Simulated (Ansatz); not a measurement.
## Molecular dynamics, with input and output: SiH4O (part 4 of 4)

The same run, continued: SiH4O; RKS PBE/def2-SVP (Ansatz 0.2.0). It belongs to a series of runs on one base structure; here: dynamics from the highest image of the converged band.

Geometry of the input (Å):
```
Si 0.2785  -0.0477  -0.5446
H  0.4157  -0.1073  1.1734
H  1.3848  0.1809  0.4963
O  -0.7361  1.2810  -0.7776
H  -1.5360  1.3130  -0.2234
H  -0.4529  -1.3004  -0.1252
```

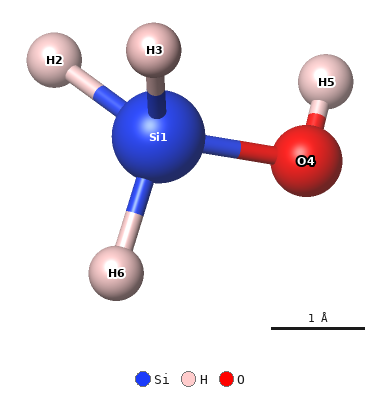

*The geometry at step 164 of the log (ball-and-stick view, seen at a tilt; atoms are numbered from 1 in the order of the input).*

Trajectory as extended XYZ, continued
```
6
Properties=species:S:1:pos:R:3:forces:R:3 step=125 time_fs=62.5 energy=-9978.81250 temperature=3135.4
Si    0.2560   -0.0342   -0.4347    0.6924  -0.4978   2.2624
H    -0.2288   -0.1627    1.1467    1.1314  -0.2895  -1.3723
H     1.9416    0.3633   -0.6178   -2.3068  -0.7181   0.1671
O    -0.7387    1.2152   -0.8294   -0.3386   0.2247  -1.5902
H    -1.0574    1.9990   -0.3644    0.2848  -0.2103   0.3191
H    -0.1769   -1.4438   -1.0832    0.5367   1.4910   0.2138
6
Properties=species:S:1:pos:R:3:forces:R:3 step=128 time_fs=64.0 energy=-9978.85557 temperature=3217.8
Si    0.2568   -0.0342   -0.4243    0.7033  -0.4439   1.1133
H    -0.3188   -0.0686    1.0979    1.3480  -0.6682  -0.9526
H     1.9150    0.3172   -0.7487   -2.1387  -0.5505   0.6401
O    -0.7413    1.2107   -0.8331   -0.4545   0.5770  -1.6299
H    -1.0001    1.9791   -0.3042    0.2563  -0.2781   0.2214
H    -0.0981   -1.4022   -1.1936    0.2856   1.3636   0.6078
6
Properties=species:S:1:pos:R:3:forces:R:3 step=131 time_fs=65.5 energy=-9978.87300 temperature=3249.8
Si    0.2581   -0.0344   -0.4130    0.6647  -0.3159  -0.1708
H    -0.3800    0.0112    1.0290    1.3987  -0.9996  -0.2636
H     1.8429    0.2595   -0.8658   -1.6287  -0.2798   1.0538
O    -0.7445    1.2070   -0.8391   -0.5890   1.1264  -1.4111
H    -0.9373    1.9529   -0.2397    0.2290  -0.5066  -0.0786
H    -0.0132   -1.3318   -1.2912   -0.0747   0.9755   0.8702
6
Properties=species:S:1:pos:R:3:forces:R:3 step=134 time_fs=67.0 energy=-9978.75221 temperature=3014.6
Si    0.2599   -0.0349   -0.4019    0.4598  -0.1601  -1.4369
H    -0.4114    0.0696    0.9548    1.2385  -1.2262   0.6512
H     1.7364    0.1959   -0.9606   -0.6617   0.1031   1.3123
O    -0.7484    1.2048   -0.8470   -0.6235   1.5765  -1.0210
H    -0.8697    1.9160   -0.1769    0.1058  -0.6325  -0.4444
H     0.0699   -1.2407   -1.3704   -0.5189   0.3393   0.9388
6
Properties=species:S:1:pos:R:3:forces:R:3 step=137 time_fs=68.5 energy=-9978.40279 temperature=2339.5
Si    0.2620   -0.0356   -0.3919   -0.0992  -0.0008  -2.3851
H    -0.4165    0.1018    0.8947    0.9024  -1.3190   1.6205
H     1.6166    0.1346   -1.0275    0.8172   0.5614   1.2715
O    -0.7532    1.2048   -0.8562   -0.5106   1.6863  -0.6122
H    -0.8000    1.8660   -0.1235   -0.1215  -0.4650  -0.6795
H     0.1418   -1.1426   -1.4296   -0.9883  -0.4630   0.7849
6
Properties=species:S:1:pos:R:3:forces:R:3 step=140 time_fs=70.0 energy=-9977.90757 temperature=1386.6
Si    0.2640   -0.0362   -0.3836   -1.0331   0.1855  -2.7107
H    -0.4020    0.1058    0.8690    0.5981  -1.3221   2.2590
H     1.5147    0.0854   -1.0676    2.4761   0.9684   0.9225
O    -0.7587    1.2070   -0.8663   -0.2727   1.4251  -0.2705
H    -0.7329    1.8064   -0.0843   -0.3850  -0.0240  -0.6893
H     0.1926   -1.0544   -1.4723   -1.3835  -1.2329   0.4890
6
Properties=species:S:1:pos:R:3:forces:R:3 step=143 time_fs=71.5 energy=-9977.60503 temperature=805.5
Si    0.2653   -0.0367   -0.3775   -1.8156   0.3659  -2.5900
H    -0.3742    0.0813    0.8907    0.5792  -1.2913   2.1387
H     1.4649    0.0566   -1.0877    3.3921   1.1592   0.6716
O    -0.7645    1.2110   -0.8768    0.0457   0.9363   0.0337
H    -0.6741    1.7464   -0.0598   -0.6182   0.5181  -0.5337
H     0.2138   -0.9923   -1.5042   -1.5832  -1.6882   0.2796
6
Properties=species:S:1:pos:R:3:forces:R:3 step=146 time_fs=73.0 energy=-9977.74823 temperature=1079.2
Si    0.2651   -0.0369   -0.3733   -1.7736   0.3545  -2.5705
H    -0.3335    0.0292    0.9571    0.8100  -1.1720   1.2386
H     1.4858    0.0524   -1.0924    2.8783   1.0885   0.9362
O    -0.7703    1.2164   -0.8872    0.3981   0.4208   0.4038
H    -0.6286    1.6974   -0.0467   -0.7975   0.9696  -0.3753
H     0.2014   -0.9657   -1.5297   -1.5153  -1.6615   0.3672
6
Properties=species:S:1:pos:R:3:forces:R:3 step=149 time_fs=74.5 energy=-9978.14320 temperature=1838.7
Si    0.2637   -0.0369   -0.3712   -1.0198   0.0595  -2.6807
H    -0.2755   -0.0480    1.0498    0.9951  -0.8864   0.0236
H     1.5671    0.0714   -1.0766    1.4153   0.8333   1.4160
O    -0.7755    1.2223   -0.8970    0.7327   0.0107   0.8686
H    -0.6001    1.6691   -0.0419   -0.9193   1.2285  -0.3336
H     0.1567   -0.9743   -1.5468   -1.2039  -1.2456   0.7061
6
Properties=species:S:1:pos:R:3:forces:R:3 step=152 time_fs=76.0 energy=-9978.48237 temperature=2494.0
Si    0.2615   -0.0368   -0.3711   -0.1468  -0.3558  -2.5904
H    -0.1964   -0.1440    1.1432    0.9544  -0.4809  -1.0175
H     1.6789    0.1081   -1.0308   -0.0850   0.5006   1.6209
O    -0.7798    1.2283   -0.9057    0.9952  -0.2654   1.3230
H    -0.5913    1.6668   -0.0444   -0.9644   1.2786  -0.4011
H     0.0864   -1.0094   -1.5486   -0.7533  -0.6773   1.0650
6
Properties=species:S:1:pos:R:3:forces:R:3 step=155 time_fs=77.5 energy=-9978.68865 temperature=2894.2
Si    0.2591   -0.0370   -0.3729    0.5118  -0.6885  -2.1909
H    -0.0971   -0.2503    1.2154    0.7151  -0.0599  -1.6844
H     1.7895    0.1557   -0.9506   -1.1844   0.1800   1.4670
O    -0.7827    1.2339   -0.9126    1.1508  -0.4307   1.6483
H    -0.6031    1.6918   -0.0557   -0.9107   1.1444  -0.5073
H    -0.0002   -1.0593   -1.5278   -0.2828  -0.1453   1.2674
6
Properties=species:S:1:pos:R:3:forces:R:3 step=158 time_fs=79.0 energy=-9978.82920 temperature=3166.9
Si    0.2572   -0.0378   -0.3765    0.9246  -0.8467  -1.5552
H     0.0175   -0.3580    1.2519    0.3673   0.3079  -1.9872
H     1.8753    0.2072   -0.8393   -1.8532  -0.0822   1.0804
O    -0.7840    1.2390   -0.9172    1.1925  -0.5090   1.8056
H    -0.6343    1.7411   -0.0778   -0.7605   0.8652  -0.6028
H    -0.0929   -1.1124   -1.4801    0.1293   0.2648   1.2592
6
Properties=species:S:1:pos:R:3:forces:R:3 step=161 time_fs=80.5 energy=-9978.96408 temperature=3427.8
Si    0.2559   -0.0391   -0.3813    1.1523  -0.8167  -0.7881
H     0.1399   -0.4592    1.2460   -0.0248   0.5917  -1.9788
H     1.9218    0.2571   -0.7048   -2.1626  -0.2696   0.5692
O    -0.7838    1.2433   -0.9195    1.1317  -0.5085   1.8266
H    -0.6818    1.8090   -0.1130   -0.5384   0.4807  -0.6765
H    -0.1830   -1.1601   -1.4055    0.4418   0.5224   1.0477
6
Properties=species:S:1:pos:R:3:forces:R:3 step=164 time_fs=82.0 energy=-9979.09001 temperature=3670.5
Si    0.2555   -0.0411   -0.3866    1.2287  -0.6028  -0.0119
H     0.2618   -0.5479    1.1980   -0.4249   0.7659  -1.6726
H     1.9222    0.3013   -0.5582   -2.1499  -0.3706  -0.0108
O    -0.7820    1.2470   -0.9192    0.9858  -0.4387   1.7542
H    -0.7409    1.8871   -0.1626   -0.2728   0.0329  -0.7195
H    -0.2638   -1.1968   -1.3087    0.6332   0.6132   0.6605
6
Properties=species:S:1:pos:R:3:forces:R:3 step=167 time_fs=83.5 energy=-9979.13959 temperature=3764.9
Si    0.2561   -0.0436   -0.3920    1.1070  -0.2028   0.5969
H     0.3745   -0.6203    1.1145   -0.7951   0.7825  -1.0345
H     1.8769    0.3378   -0.4119   -1.7872  -0.3587  -0.6144
O    -0.7789    1.2501   -0.9166    0.7773  -0.3480   1.5966
H    -0.8058    1.9659   -0.2276    0.0090  -0.4064  -0.6894
H    -0.3312   -1.2206   -1.1979    0.6890   0.5334   0.1448
6
Properties=species:S:1:pos:R:3:forces:R:3 step=170 time_fs=85.0 energy=-9979.00924 temperature=3511.8
Si    0.2574   -0.0461   -0.3970    0.6444   0.3637   0.8096
H     0.4703   -0.6762    1.0094   -1.0684   0.5726  -0.0427
H     1.7937    0.3667   -0.2787   -1.0015  -0.1876  -1.1558
O    -0.7747    1.2527   -0.9119    0.5441  -0.3319   1.3429
H    -0.8705    2.0362   -0.3073    0.2686  -0.7284  -0.5358
H    -0.3839   -1.2331   -1.0840    0.6129   0.3117  -0.4182
6
Properties=species:S:1:pos:R:3:forces:R:3 step=173 time_fs=86.5 energy=-9978.63246 temperature=2784.5
Si    0.2593   -0.0485   -0.4013   -0.2944   0.9712   0.4968
H     0.5434   -0.7202    0.9036   -1.1705   0.1237   1.1599
H     1.6897    0.3919   -0.1701    0.2233   0.1816  -1.4893
O    -0.7698    1.2548   -0.9053    0.3358  -0.4777   1.0148
H    -0.9296    2.0911   -0.3983    0.4537  -0.8356  -0.2627
H    -0.4236   -1.2390   -0.9790    0.4521   0.0368  -0.9196
6
Properties=species:S:1:pos:R:3:forces:R:3 step=176 time_fs=88.0 energy=-9978.10979 temperature=1778.1
Si    0.2609   -0.0500   -0.4053   -1.4923   1.3374  -0.0523
H     0.5915   -0.7616    0.8225   -1.1107  -0.3504   2.1000
H     1.5908    0.4213   -0.0930    1.5859   0.6740  -1.5040
O    -0.7644    1.2563   -0.8973    0.1907  -0.7834   0.6773
H    -0.9791    2.1284   -0.4949    0.5302  -0.7183   0.0499
H    -0.4535   -1.2440   -0.8936    0.2962  -0.1593  -1.2709
6
Properties=species:S:1:pos:R:3:forces:R:3 step=179 time_fs=89.5 energy=-9977.73282 temperature=1051.8
Si    0.2614   -0.0506   -0.4093   -2.1793   1.2634  -0.1403
H     0.6157   -0.8099    0.7852   -1.0175  -0.4415   2.2339
H     1.5250    0.4649   -0.0480    2.3412   0.9780  -1.3378
O    -0.7588    1.2567   -0.8884    0.1094  -1.1230   0.4049
H    -1.0173    2.1504   -0.5905    0.5194  -0.4960   0.2918
H    -0.4770   -1.2521   -0.8352    0.2268  -0.1810  -1.4525
6
Properties=species:S:1:pos:R:3:forces:R:3 step=182 time_fs=91.0 energy=-9977.67172 temperature=931.1
Si    0.2603   -0.0502   -0.4134   -1.8229   0.9562   0.5485
H     0.6180   -0.8668    0.7947   -0.9663  -0.0162   1.5853
H     1.5078    0.5286   -0.0321    1.9847   0.7607  -1.2796
O    -0.7530    1.2556   -0.8790    0.0463  -1.3198   0.2334
H    -1.0443    2.1616   -0.6800    0.4904  -0.3457   0.4092
H    -0.4953   -1.2638   -0.8080    0.2677  -0.0352  -1.4968
6
Properties=species:S:1:pos:R:3:forces:R:3 step=185 time_fs=92.5 energy=-9977.76886 temperature=1116.5
Si    0.2578   -0.0490   -0.4170   -0.8814   0.7125   1.5140
H     0.5994   -0.9237    0.8380   -0.9047   0.6199   0.6806
H     1.5323    0.6081   -0.0438    0.9574   0.1144  -1.3308
O    -0.7472    1.2527   -0.8692   -0.0481  -1.3094   0.1373
H    -1.0608    2.1651   -0.7609    0.4880  -0.3301   0.4395
H    -0.5078   -1.2762   -0.8128    0.3888   0.1927  -1.4407
6
Properties=species:S:1:pos:R:3:forces:R:3 step=188 time_fs=94.0 energy=-9977.84728 temperature=1268.6
Si    0.2546   -0.0473   -0.4195   -0.0456   0.5620   2.1742
H     0.5615   -0.9675    0.8962   -0.7950   1.1483  -0.0834
H     1.5775    0.6899   -0.0841   -0.0155  -0.5867  -1.3035
O    -0.7414    1.2481   -0.8593   -0.1732  -1.1947   0.0764
H    -1.0667    2.1615   -0.8324    0.4866  -0.3381   0.4411
H    -0.5118   -1.2844   -0.8485    0.5427   0.4092  -1.3050
6
Properties=species:S:1:pos:R:3:forces:R:3 step=191 time_fs=95.5 energy=-9977.91404 temperature=1399.0
Si    0.2513   -0.0452   -0.4203    0.4706   0.4340   2.3726
H     0.5064   -0.9869    0.9530   -0.6537   1.4669  -0.6160
H     1.6229    0.7594   -0.1523   -0.6449  -1.1211  -1.1332
O    -0.7359    1.2418   -0.8492   -0.3051  -1.1034   0.0477
H    -1.0622    2.1507   -0.8944    0.4400  -0.2336   0.4259
H    -0.5042   -1.2839   -0.9122    0.6930   0.5572  -1.0970
6
Properties=species:S:1:pos:R:3:forces:R:3 step=194 time_fs=97.0 energy=-9978.04788 temperature=1658.4
Si    0.2484   -0.0427   -0.4193    0.7518   0.2978   2.1860
H     0.4374   -0.9750    0.9968   -0.5030   1.5895  -0.9524
H     1.6550    0.8051   -0.2446   -0.9579  -1.4579  -0.8592
O    -0.7307    1.2341   -0.8391   -0.4622  -1.0283   0.0665
H    -1.0483    2.1352   -0.9472    0.3530  -0.0191   0.3795
H    -0.4816   -1.2716   -0.9994    0.8182   0.6181  -0.8205
6
Properties=species:S:1:pos:R:3:forces:R:3 step=197 time_fs=98.5 energy=-9978.29201 temperature=2130.3
Si    0.2461   -0.0400   -0.4166    0.9000   0.1511   1.6964
H     0.3575   -0.9292    1.0204   -0.3476   1.5364  -1.1151
H     1.6668    0.8196   -0.3554   -1.0305  -1.6203  -0.5282
O    -0.7262    1.2249   -0.8288   -0.7123  -0.8166   0.1169
H    -1.0268    2.1191   -0.9920    0.2889   0.1520   0.3140
H    -0.4415   -1.2461   -1.1042    0.9014   0.5973  -0.4840
6
Properties=species:S:1:pos:R:3:forces:R:3 step=200 time_fs=100.0 energy=-9978.62523 temperature=2773.4
Si    0.2445   -0.0372   -0.4126    0.9500   0.0093   0.9125
H     0.2701   -0.8506    1.0203   -0.1834   1.2942  -1.0574
H     1.6567    0.7995   -0.4776   -0.8909  -1.6130  -0.1731
O    -0.7227    1.2147   -0.8185   -1.0952  -0.3392   0.1528
H    -0.9989    2.1060   -1.0299    0.2971   0.1411   0.2677
H    -0.3821   -1.2079   -1.2194    0.9223   0.5076  -0.1025
```
